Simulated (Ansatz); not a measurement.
# SiAsH+ (quartet): wave-function methods side by side, cc-pVTZ

Aim: climb from Hartree-Fock through coupled cluster and multireference methods for SiAsH+ (quartet) at one geometry and basis, and see what each rung misses.

Program: Ansatz 0.2.0, Gaussian basis. Level of theory: cc-pVTZ, core rule «outside noble gas», up to 19 orbitals frozen. These are calculated values, not measurements.

Plan: UHF; CCSD(T) on ROHF; CCSD(T) on UHF; BCCD(T) on ROHF; CCSDT(Q) on ROHF; CCSDT(Q) on UHF; CASSCF and MRCISD+Q, 9 electrons in 9 orbitals; CASSCF and NEVPT2, 9 electrons in 9 orbitals.

6 further runs of the same task are left out: 6 set aside as unsound or not needed. Runs told in other sessions of the task aren't counted.

### 1 The system

The geometry is a PBE0/def2-TZVP stationary point (not a proven minimum) of the parent state, kept for this charge and spin. No spin-orbit coupling is included. The filled d shell of As may be among the frozen orbitals whatever the setting's name suggests.

3 atoms, charge 1, spin multiplicity 4.

Atoms are counted from 1 here; the program's logs count them from 0.

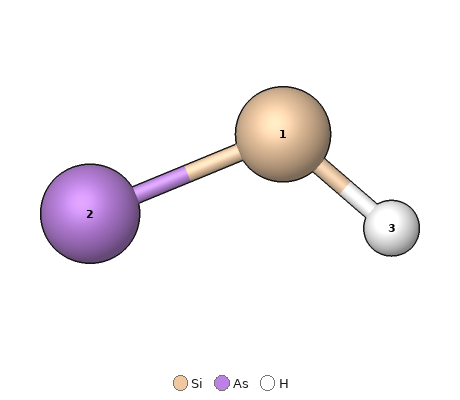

The structure; silicon light orange, arsenic purple, hydrogen white; atoms are numbered from 1 in the order of the file.

In the tables R marks a restricted open-shell determinant and U an unrestricted one; 'valence' is the active space of 9 electrons in 9 orbitals; energies count from the table's Hartree-Fock row.

### 2 UHF

Contents of in.yaml:

```yaml
crystal:
  periodic: [false, false, false]
  atoms:
    - {symbol: Si, position_ang: [0.000000, -0.104364, 1.571806]}
    - {symbol: As, position_ang: [0.000000, 0.022917, -0.620554]}
    - {symbol: H, position_ang: [0.000000, 1.204585, 2.329445]}
basis:
  gaussian: {orbitals: cc-pVTZ}
total_charge: 1
magnetization: {spin_polarized: true, initial_magnetization: 3}
hamiltonian: {xc: hf}
output: {orbitals: {seedname: orbitals}}
```

The run is started by

```console
$ ansatz run in.yaml --threads 1 --pin off --events-out ev --progress --plain --max-ram 4096MiB --backend cpu
```

The program printed:

```text
Functional definition: HF
  name "HF"
  cite "Fock, Z. Phys. 61, 126 (1930) doi:10.1007/BF01340294"
  parent pbe
  exchange = exact_x
  correlation = 0
572 factors; integrals over basis functions are off by at most 1.1e-3 eV
mean field evaluation 1: about -68665.1562 eV, gradient 8.1e0 eV
mean field evaluation 2: about -68665.1608 eV, gradient 8.1e0 eV
mean field evaluation 4: about -68665.9610 eV, gradient 1.7e0 eV
mean field evaluation 8: about -68666.0377 eV, gradient 2.4e-1 eV
mean field evaluation 16: about -68665.6414 eV, gradient 1.8e0 eV
mean field evaluation 32: about -68665.9564 eV, gradient 1.7e0 eV
mean field -68666.04231094 eV, -2523.4305114119 hartree, gradient 3.0e-5 eV, S^2 3.766107; 1 other end points of the search recorded, 0 dependent functions left out
reference -68666.04231094 eV, -2523.4305114119 hartree; 25, 22 occupied and 66, 69 virtual orbitals, 572 factors
Total energy: -68666.04231094 eV, -2523.4305114119 hartree
```

Run time: 2.3 s. Hardware: 1 thread of AMD EPYC 7R13, shared host.

From the report: ⟨S²⟩ of the determinant 3.766 (pure quartet: 3.75).

### 3 CCSD(T) on ROHF

in.yaml, as its differences from that of step 2:

```diff
@@ -9,4 +9,3 @@
 total_charge: 1
-magnetization: {spin_polarized: true, initial_magnetization: 3}
-hamiltonian: {xc: hf}
-output: {orbitals: {seedname: orbitals}}
+magnetization: {spin_polarized: false, initial_magnetization: 3}
+correlation: {method: ccsd_t, electrons: outside_noble_gas}
```

The command is unchanged.

The program printed, shortened:

```text
Functional definition: HF
  name "HF"
  cite "Fock, Z. Phys. 61, 126 (1930) doi:10.1007/BF01340294"
  parent pbe
[...]
572 factors; integrals over basis functions are off by at most 1.1e-3 eV
[...]
mean field -68665.88876357 eV, -2523.4248686499 hartree, gradient 5.6e-6 eV, S^2 3.750000; 5 other end points of the search recorded, 0 dependent functions left out
[...]
determinant -68665.88876357 eV, -2523.4248686499 hartree, with singles and doubles -68671.19066453 eV, -2523.6197099165 hartree
determinant -68663.84523631 eV, -2523.3497704085 hartree, with singles and doubles -68669.53604291 eV, -2523.5589036936 hartree
determinant -68663.50139489 eV, -2523.3371344692 hartree, with singles and doubles -68669.17837148 eV, -2523.5457595109 hartree
determinant -68662.99658111 eV, -2523.3185829051 hartree, with singles and doubles -68668.84412536 eV, -2523.5334761926 hartree
19 core orbitals not correlated: weight in the atoms' cores, before any rotation towards them, 1.000 or more for the frozen orbitals, at most 0.000 for the correlated occupied ones
reference -68665.88876357 eV, -2523.4248686499 hartree; 6, 3 occupied and 66, 69 virtual orbitals, 572 factors
second order -4.31053228 eV of doubles, -0.08541671 eV of singles
cycle   1  -5.22266770 eV  change   -3.2e-1 eV  update   1.9e-2
[...]
cycle  10  -5.23650702 eV  change    5.7e-6 eV  update   9.6e-6
perturbative correction -0.23385099 eV, -0.0085938654 hartree
Total energy: -68671.35912158 eV, -2523.6259005989 hartree
```

Run time: 8 s. Hardware: 1 thread of AMD EPYC 7R13, shared host; peak memory 0.31 GiB.

From the report: correlation -5.4704 eV; T1 0.030; largest double amplitude 0.04.

### 4 CCSD(T) on UHF

in.yaml, as its differences from that of step 3:

```diff
@@ -9,3 +9,3 @@
 total_charge: 1
-magnetization: {spin_polarized: false, initial_magnetization: 3}
+magnetization: {spin_polarized: true, initial_magnetization: 3}
 correlation: {method: ccsd_t, electrons: outside_noble_gas}
```

The command is unchanged.

The program printed, shortened:

```text
Functional definition: HF
  name "HF"
  cite "Fock, Z. Phys. 61, 126 (1930) doi:10.1007/BF01340294"
  parent pbe
[...]
572 factors; integrals over basis functions are off by at most 1.1e-3 eV
[...]
mean field -68666.04231094 eV, -2523.4305114119 hartree, gradient 1.8e-6 eV, S^2 3.766107; 5 other end points of the search recorded, 0 dependent functions left out
determinant -68666.04231094 eV, -2523.4305114119 hartree, with singles and doubles -68671.19705081 eV, -2523.6199446080 hartree
determinant -68664.36852589 eV, -2523.3690009457 hartree, with singles and doubles -68669.49154422 eV, -2523.5572683970 hartree
determinant -68663.83223581 eV, -2523.3492926489 hartree, with singles and doubles -68669.15335366 eV, -2523.5448401231 hartree
determinant -68663.30527326 eV, -2523.3299271323 hartree, with singles and doubles -68668.86231519 eV, -2523.5341446567 hartree
19 core orbitals not correlated: weight in the atoms' cores, before any rotation towards them, 1.000 or more for the frozen orbitals, at most 0.000 for the correlated occupied ones
reference -68666.04231094 eV, -2523.4305114119 hartree; 6, 3 occupied and 66, 69 virtual orbitals, 572 factors
second order -4.21294045 eV of doubles, -0.00000000 eV of singles
cycle   1  -5.08152922 eV  change   -3.4e-1 eV  update   2.0e-2
[...]
cycle  11  -5.09729200 eV  change   -1.9e-7 eV  update   4.3e-6
perturbative correction -0.22821261 eV, -0.0083866589 hartree
Total energy: -68671.36781555 eV, -2523.6262200966 hartree
```

Wall time 8.5 s (1 thread of AMD EPYC 7R13, shared host); peak memory 0.31 GiB.

From the report: ⟨S²⟩ of the determinant 3.766 (pure quartet: 3.75); correlation -5.3255 eV; T1 0.029; largest double amplitude 0.04.

### 5 BCCD(T) on ROHF

in.yaml, as its differences from that of step 4:

```diff
@@ -9,3 +9,3 @@
 total_charge: 1
-magnetization: {spin_polarized: true, initial_magnetization: 3}
-correlation: {method: ccsd_t, electrons: outside_noble_gas}
+magnetization: {spin_polarized: false, initial_magnetization: 3}
+correlation: {method: bccd_t, electrons: outside_noble_gas}
```

The command is unchanged.

The program printed, shortened:

```text
Functional definition: HF
  name "HF"
  cite "Fock, Z. Phys. 61, 126 (1930) doi:10.1007/BF01340294"
  parent pbe
[...]
572 factors; integrals over basis functions are off by at most 1.1e-3 eV
[...]
mean field -68665.88876357 eV, -2523.4248686499 hartree, gradient 5.6e-6 eV, S^2 3.750000; 5 other end points of the search recorded, 0 dependent functions left out
[...]
determinant -68665.88876357 eV, -2523.4248686499 hartree, with singles and doubles -68671.19066453 eV, -2523.6197099165 hartree
determinant -68663.84523631 eV, -2523.3497704085 hartree, with singles and doubles -68669.53604291 eV, -2523.5589036936 hartree
determinant -68663.50139489 eV, -2523.3371344692 hartree, with singles and doubles -68669.17837148 eV, -2523.5457595109 hartree
determinant -68662.99658111 eV, -2523.3185829051 hartree, with singles and doubles -68668.84412536 eV, -2523.5334761926 hartree
19 core orbitals not correlated: weight in the atoms' cores, before any rotation towards them, 1.000 or more for the frozen orbitals, at most 0.000 for the correlated occupied ones
reference -68665.88876357 eV, -2523.4248686499 hartree; 6, 3 occupied and 66, 69 virtual orbitals, 572 factors
second order -4.31053228 eV of doubles, -0.08541671 eV of singles
cycle   1  -5.22447850 eV  change   -3.2e-1 eV  update   2.1e-2
[...]
cycle  11  -5.23115494 eV  change   -1.8e-6 eV  update   6.1e-6
perturbative correction -0.23844659 eV, -0.0087627507 hartree
Total energy: -68671.35836510 eV, -2523.6258727989 hartree
```

Run time: 9 s. Hardware: 1 thread of AMD EPYC 7R13, shared host; peak memory 0.39 GiB.

From the report: correlation -5.4696 eV; largest double amplitude 0.04.

### 6 CCSDT(Q) on ROHF

in.yaml, as its differences from that of step 5:

```diff
@@ -10,2 +10,2 @@
 magnetization: {spin_polarized: false, initial_magnetization: 3}
-correlation: {method: bccd_t, electrons: outside_noble_gas}
+correlation: {method: ccsdt_q, electrons: outside_noble_gas}
```

The run is started by

```console
$ ansatz run in.yaml --threads 2 --pin off --events-out ev --progress --plain --max-ram 24576MiB --backend cuda --devices 0, --max-vram 18GiB
```

The program printed, shortened:

```text
Functional definition: HF
  name "HF"
  cite "Fock, Z. Phys. 61, 126 (1930) doi:10.1007/BF01340294"
  parent pbe
[...]
1049 factors; integrals over basis functions are off by at most 2.3e-7 eV
[...]
mean field -68665.88877311 eV, -2523.4248690008 hartree, gradient 2.7e-6 eV, S^2 3.750000; 5 other end points of the search recorded, 0 dependent functions left out
[...]
determinant -68665.88877311 eV, -2523.4248690008 hartree, with singles and doubles -68671.19068160 eV, -2523.6197105438 hartree
determinant -68663.84524700 eV, -2523.3497708014 hartree, with singles and doubles -68669.53606320 eV, -2523.5589044392 hartree
determinant -68663.50140273 eV, -2523.3371347573 hartree, with singles and doubles -68669.17839438 eV, -2523.5457603527 hartree
determinant -68662.99659080 eV, -2523.3185832611 hartree, with singles and doubles -68668.84416234 eV, -2523.5334775516 hartree
19 core orbitals not correlated: weight in the atoms' cores, before any rotation towards them, 1.000 or more for the frozen orbitals, at most 0.000 for the correlated occupied ones
reference -68665.88877311 eV, -2523.4248690008 hartree; 6, 3 occupied and 66, 69 virtual orbitals, 1049 factors
second order -4.31054453 eV of doubles, -0.08541701 eV of singles
cycle   1  -4.97681258 eV  change   -5.8e-1 eV  update   8.3e-2
[...]
cycle  19  -5.51311874 eV  change   -3.2e-7 eV  update   6.7e-7
perturbative correction -0.01161018 eV, -0.0004266663 hartree
Total energy: -68671.41350203 eV, -2523.6278990437 hartree
```

It took 17 s on 1 × H100 (card shared with other runs) with 2 threads of AMD EPYC 7R13, shared host; peak host memory 0.84 GiB.

From the report: correlation -5.5247 eV; T1 0.033; largest double amplitude 0.06.

### 7 CCSDT(Q) on UHF

in.yaml, as its differences from that of step 6:

```diff
@@ -9,3 +9,3 @@
 total_charge: 1
-magnetization: {spin_polarized: false, initial_magnetization: 3}
+magnetization: {spin_polarized: true, initial_magnetization: 3}
 correlation: {method: ccsdt_q, electrons: outside_noble_gas}
```

Launched as before.

The program printed, shortened:

```text
Functional definition: HF
  name "HF"
  cite "Fock, Z. Phys. 61, 126 (1930) doi:10.1007/BF01340294"
  parent pbe
[...]
1049 factors; integrals over basis functions are off by at most 2.3e-7 eV
[...]
mean field -68666.04232102 eV, -2523.4305117823 hartree, gradient 2.5e-6 eV, S^2 3.766107; 5 other end points of the search recorded, 0 dependent functions left out
determinant -68666.04232102 eV, -2523.4305117823 hartree, with singles and doubles -68671.19706772 eV, -2523.6199452295 hartree
determinant -68664.36853684 eV, -2523.3690013484 hartree, with singles and doubles -68669.49156328 eV, -2523.5572690973 hartree
determinant -68663.83224473 eV, -2523.3492929766 hartree, with singles and doubles -68669.15340164 eV, -2523.5448418864 hartree
determinant -68663.30528334 eV, -2523.3299275030 hartree, with singles and doubles -68668.86233363 eV, -2523.5341453344 hartree
19 core orbitals not correlated: weight in the atoms' cores, before any rotation towards them, 1.000 or more for the frozen orbitals, at most 0.000 for the correlated occupied ones
reference -68666.04232102 eV, -2523.4305117823 hartree; 6, 3 occupied and 66, 69 virtual orbitals, 1049 factors
second order -4.21295194 eV of doubles, -0.00000000 eV of singles
cycle   1  -4.81229928 eV  change   -6.0e-1 eV  update   8.5e-2
[...]
cycle  19  -5.36997833 eV  change   -5.8e-7 eV  update   7.8e-7
perturbative correction -0.01233880 eV, -0.0004534427 hartree
Total energy: -68671.42463815 eV, -2523.6283082888 hartree
```

It took 20 s on 1 × H100 (card shared with other runs) with 2 threads of AMD EPYC 7R13, shared host; peak host memory 0.84 GiB.

From the report: ⟨S²⟩ of the determinant 3.766 (pure quartet: 3.75); correlation -5.3823 eV; T1 0.032; largest double amplitude 0.06.

### 8 CASSCF and MRCISD+Q, 9 electrons in 9 orbitals

in.yaml, as its differences from that of step 7:

```diff
@@ -9,3 +9,3 @@
 total_charge: 1
-magnetization: {spin_polarized: true, initial_magnetization: 3}
-correlation: {method: ccsdt_q, electrons: outside_noble_gas}
+magnetization: {spin_polarized: false, initial_magnetization: 3}
+correlation: {method: fic_mrcisd_q, electrons: outside_noble_gas, active_space: {window: {electrons: 9, orbitals: 9}, shells: [{species: As, l: s, shell: 4}, {species: As, l: p, shell: 4}, {species: H, l: s, shell: 1}, {species: Si, l: s, shell: 3}, {species: Si, l: p, shell: 3}]}}
```

Same command.

The program printed, shortened:

```text
Functional definition: HF
  name "HF"
  cite "Fock, Z. Phys. 61, 126 (1930) doi:10.1007/BF01340294"
  parent pbe
[...]
1049 factors; integrals over basis functions are off by at most 2.3e-7 eV
[...]
mean field -68665.88877311 eV, -2523.4248690008 hartree, gradient 2.7e-6 eV, S^2 3.750000; 2 other end points of the search recorded, 0 dependent functions left out
reference -68665.88877311 eV, -2523.4248690008 hartree; 25, 22 occupied and 66, 69 virtual orbitals, 1049 factors
state -68667.29414413 eV, -2523.4765154330 hartree
contracted CI cycle   1: correlation 0.00000000 eV, 0.0000000000 hartree, residual 1.51e1 eV
contracted CI cycle   2: correlation -3.60353253 eV, -0.1324273778 hartree, residual 3.01e0 eV
contracted CI cycle   3: correlation -3.75267569 eV, -0.1379082880 hartree, residual 7.22e-1 eV
contracted CI cycle   4: correlation -3.76095618 eV, -0.1382125902 hartree, residual 1.89e-1 eV
contracted CI cycle   5: correlation -3.76147230 eV, -0.1382315573 hartree, residual 5.27e-2 eV
contracted CI cycle   6: correlation -3.76150960 eV, -0.1382329281 hartree, residual 1.49e-2 eV
contracted CI cycle   7: correlation -3.76151258 eV, -0.1382330378 hartree, residual 4.24e-3 eV
contracted CI cycle   8: correlation -3.76151283 eV, -0.1382330470 hartree, residual 1.19e-3 eV
state -68667.29414413 eV, -2523.4765154330 hartree; corrected -68671.35605999 eV, -2523.6257880876 hartree
Total energy: -68671.35605999 eV, -2523.6257880876 hartree
Checks for a lower state left out: starts, orbital_swaps
```

Run time: 8 s. Hardware: 1 × H100 (card shared with other runs) with 2 threads of AMD EPYC 7R13, shared host; peak host memory 0.86 GiB.

From the report: 3,528 determinants; active occupations 1.99, 1.98, 1.95, 1.00, 1.00, 0.99, 0.03, 0.03, 0.02.

### 9 CASSCF and NEVPT2, 9 electrons in 9 orbitals

Contents of in.yaml:

```yaml
crystal:
  periodic: [false, false, false]
  atoms:
    - {symbol: Si, position_ang: [0.000000, -0.104364, 1.571806]}
    - {symbol: As, position_ang: [0.000000, 0.022917, -0.620554]}
    - {symbol: H, position_ang: [0.000000, 1.204585, 2.329445]}
basis:
  gaussian: {orbitals: cc-pVTZ}
total_charge: 1
magnetization: {spin_polarized: false, initial_magnetization: 3}
correlation: {method: sc_nevpt2, electrons: outside_noble_gas, active_space: {window: {electrons: 9, orbitals: 9}, shells: [{species: As, l: s, shell: 4}, {species: As, l: p, shell: 4}, {species: H, l: s, shell: 1}, {species: Si, l: s, shell: 3}, {species: Si, l: p, shell: 3}]}}
```

The run is started by

```console
$ ansatz run in.yaml --threads 1 --pin off --events-out ev --progress --plain --max-ram 4096MiB --backend cpu
```

The program printed:

```text
Functional definition: HF
  name "HF"
  cite "Fock, Z. Phys. 61, 126 (1930) doi:10.1007/BF01340294"
  parent pbe
  exchange = exact_x
  correlation = 0
1049 factors; integrals over basis functions are off by at most 2.3e-7 eV
mean field evaluation 1: about -68665.1118 eV, gradient 8.8e0 eV
mean field evaluation 2: about -68665.1213 eV, gradient 8.8e0 eV
mean field evaluation 4: about -68665.8541 eV, gradient 1.3e0 eV
mean field evaluation 8: about -68665.8885 eV, gradient 8.1e-2 eV
mean field -68665.88877311 eV, -2523.4248690008 hartree, gradient 2.7e-6 eV, S^2 3.750000; 0 other end points of the search recorded, 0 dependent functions left out
reference -68665.88877311 eV, -2523.4248690008 hartree; 25, 22 occupied and 66, 69 virtual orbitals, 1049 factors
state -68667.29414413 eV, -2523.4765154330 hartree
state -68667.29414413 eV, -2523.4765154330 hartree; corrected -68670.39400656 eV, -2523.5904332761 hartree
Total energy: -68670.39400656 eV, -2523.5904332761 hartree
Checks for a lower state left out: starts, orbital_swaps
```

It took 7.5 s on 1 thread of AMD EPYC 7R13, shared host; peak memory 0.25 GiB.

From the report: 3,528 determinants; active occupations 1.99, 1.98, 1.95, 1.00, 1.00, 0.99, 0.03, 0.03, 0.02.

### 10 Natural occupations

Natural occupations of the CASSCF valence state about the gap (report; correlated orbitals 1 to 9): 1.986, 1.977, 1.952, 1.005, 1.000, 0.993, 0.034, 0.030, 0.025. The count of effectively unpaired electrons, Σ n²(2 − n)², is 3.02; a single determinant of this spin has 3.

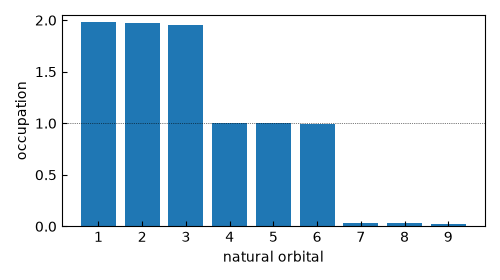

Natural occupations of the CASSCF valence state.

### 11 All levels against the top one

The yardstick is UCCSDT(Q), where the cluster series has nearly closed. Rows without a time are mean-field rows or come out of runs for another level: lower rungs of the coupled-cluster runs, CASSCF and MRCISD of the multireference runs, or the Hartree-Fock search.

Differences are taken before rounding.

| method | energy from the lowest ROHF (kJ/mol) | from UCCSDT(Q) (kJ/mol) | time |
| --- | --- | --- | --- |
| ROHF | 0.0 | +534.1 |  |
| UHF | -14.8 | +519.3 |  |
| RMP2 | -424.1 | +110.0 |  |
| UMP2 | -421.3 | +112.8 |  |
| RCCSD | -505.2 | +28.9 |  |
| UCCSD | -506.6 | +27.5 |  |
| RCCSD(T) | -527.8 | +6.3 | 8 s |
| UCCSD(T) | -528.6 | +5.5 | 8.5 s |
| BCCD(T) | -527.7 | +6.4 | 9 s |
| RCCSDT | -531.9 | +2.2 |  |
| UCCSDT | -532.9 | +1.2 |  |
| RCCSDT(Q) | -533.1 | +1.1 | 17 s (GPU) |
| UCCSDT(Q) | -534.1 | 0 | 20 s (GPU) |
| CASSCF valence | -135.6 | +398.5 |  |
| NEVPT2 valence | -434.7 | +99.4 | 7.5 s |
| MRCISD valence | -498.5 | +35.6 |  |
| MRCISD+Q valence | -527.5 | +6.6 | 8 s (GPU) |

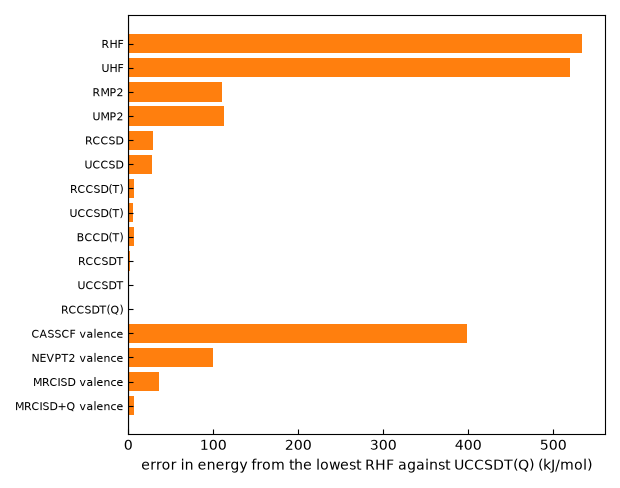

Error of each method against UCCSDT(Q).

Some runs used a GPU and others CPU threads alone; cost is compared among the CPU runs only.

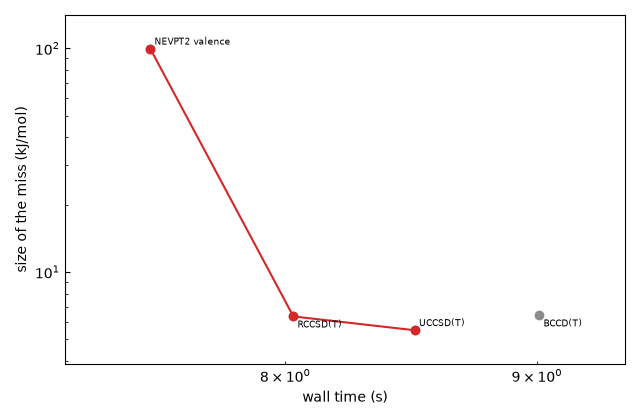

Miss against cost. Red marks the levels that no quicker level drawn beats. Times are from a shared host.

### 12 Results

| quantity | value |
| --- | --- |
| UCCSDT(Q) from the ROHF energy | -5.5359 eV |
| RMP2 from UCCSDT(Q) | +110.0 kJ/mol |
| UMP2 from UCCSDT(Q) | +112.8 kJ/mol |
| RCCSD from UCCSDT(Q) | +28.9 kJ/mol |
| RCCSD(T) from UCCSDT(Q) | +6.3 kJ/mol |
| UCCSD(T) from UCCSDT(Q) | +5.5 kJ/mol |
| RCCSDT(Q) from UCCSDT(Q) | +1.1 kJ/mol |
| NEVPT2 valence from UCCSDT(Q) | +99.4 kJ/mol |
| MRCISD+Q valence from UCCSDT(Q) | +6.6 kJ/mol |
| levels within 1 kcal/mol (43 meV) | RCCSDT, UCCSDT, RCCSDT(Q) |
| T1 diagnostic | 0.030 |
| effectively unpaired electrons | 3.02 |

In words: RCCSD(T) misses by +6.3 kJ/mol, 1.2 % of the correlation energy. One determinant dominates. Of the multireference levels listed MRCISD+Q valence comes nearest in total energy (+6.6 kJ/mol), which doesn't show that its space is the better one. These misses are within one basis, not against nature; the frozen cores of restricted and unrestricted runs differ, which can shift their rows.

UCCSD(T) reaches 5.5 kJ/mol from the reference in 8.5 s; the quickest level in the cost chart, NEVPT2 valence, takes 7.5 s and misses by 99.4 kJ/mol.
